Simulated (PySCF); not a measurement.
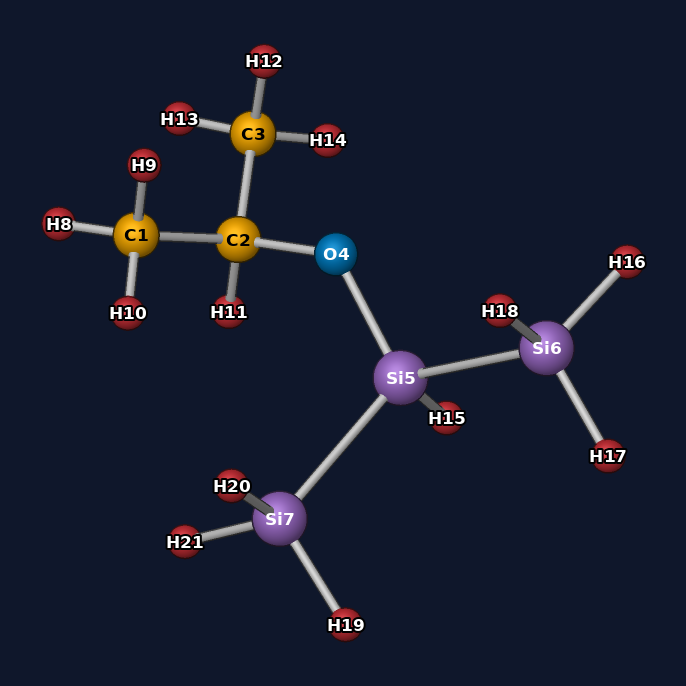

The questions are on ESP-fitted charges. The geometry was computed by an optimisation with PBE0-D3(BJ)/def2-SVP. No frequency run is at hand to confirm it as a minimum. Method: PBE0/pcSseg-1, gas phase (PySCF 2.14.0).

List the ESP-fitted charges.

```json
{"atom": "C1", "value (e)": "−0.59"}
{"atom": "C2", "value (e)": "0.67"}
{"atom": "C3", "value (e)": "−0.61"}
{"atom": "O4", "value (e)": "−0.50"}
{"atom": "Si5", "value (e)": "0.37"}
{"atom": "Si6", "value (e)": "0.15"}
{"atom": "Si7", "value (e)": "0.09"}
{"atom": "H8", "value (e)": "0.14"}
{"atom": "H9", "value (e)": "0.16"}
{"atom": "H10", "value (e)": "0.14"}
{"atom": "H11", "value (e)": "−0.05"}
{"atom": "H12", "value (e)": "0.16"}
{"atom": "H13", "value (e)": "0.14"}
{"atom": "H14", "value (e)": "0.15"}
{"atom": "H15", "value (e)": "−0.11"}
{"atom": "H16", "value (e)": "−0.05"}
{"atom": "H17", "value (e)": "−0.07"}
{"atom": "H18", "value (e)": "−0.05"}
{"atom": "H19", "value (e)": "−0.05"}
{"atom": "H20", "value (e)": "−0.05"}
{"atom": "H21", "value (e)": "−0.05"}
```
